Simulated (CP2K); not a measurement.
Band structure of Be (P6_3/mmc, 2 atoms in the cell).

```yaml
crystal:
  lattice:
    - [2.23896, 0.00000, 0.00000]
    - [-1.11948, 1.93900, 0.00000]
    - [0.00000, 0.00000, 3.53335]
  atoms:
    - { symbol: Be, position: [0.33333, 0.66667, 0.75000] }
    - { symbol: Be, position: [0.66667, 0.33333, 0.25000] }
```

Method: PBE, GPW, DZVP-MOLOPT-PBE-GTH basis, GTH-PBE potentials (POTENTIAL_UZH) (CP2K).

Settings: CUTOFF = 650 Ry; REL_CUTOFF = 50 Ry; SMEAR/METHOD = FERMI_DIRAC; ELECTRONIC_TEMPERATURE = 580.23 K; KPOINTS/SCHEME = MONKHORST-PACK 13 13 8; GAMMA_CENTERED = T; XC_FUNCTIONAL = PBE; Be/BASIS_SET = DZVP-MOLOPT-PBE-GTH-q4; Be/POTENTIAL = GTH-PBE-q4; METHOD = GPW; EPS_DEFAULT = 1e-10; EXTRAPOLATION = USE_GUESS; NGRIDS = 5; SCF_GUESS = ATOMIC.

The starting cell comes from a database of computed structures (which also holds hypothetical and non-ambient phases and stackings), without a prior relaxation at this level. Its lattice was rescaled by a random factor within 2.5 % of one. Values carry the incompleteness of an atom-centred basis.

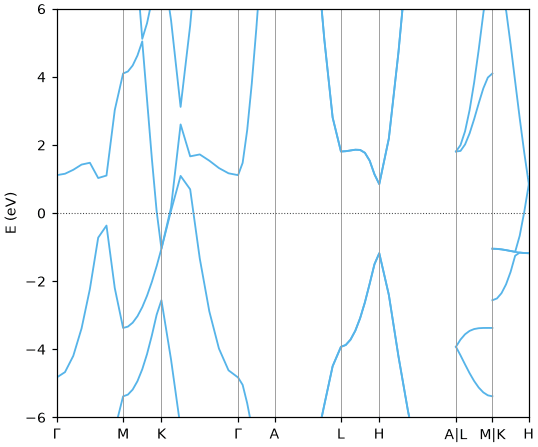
Figure. Bands along the path, energies from the Fermi level.

Levels in eV from the Fermi level, bands 1 to 6:
```csv
point,1,2,3,4,5,6
Γ,-100.03,-100.00,-11.87,-4.83,1.12,17.48
M,-100.01,-100.00,-5.38,-3.37,4.10,7.36
K,-100.00,-100.00,-2.56,-1.04,-1.04,7.58
A,-100.02,-100.02,-9.66,-9.66,13.12,13.12
L,-100.00,-100.00,-3.93,-3.93,1.81,1.81
H,-100.00,-100.00,-1.18,-1.18,0.85,0.85
```

Bands cross the Fermi level along this path, so the cell is metallic at this level.

Higher empty bands are left out: an atom-centred basis made for the valence describes them poorly.
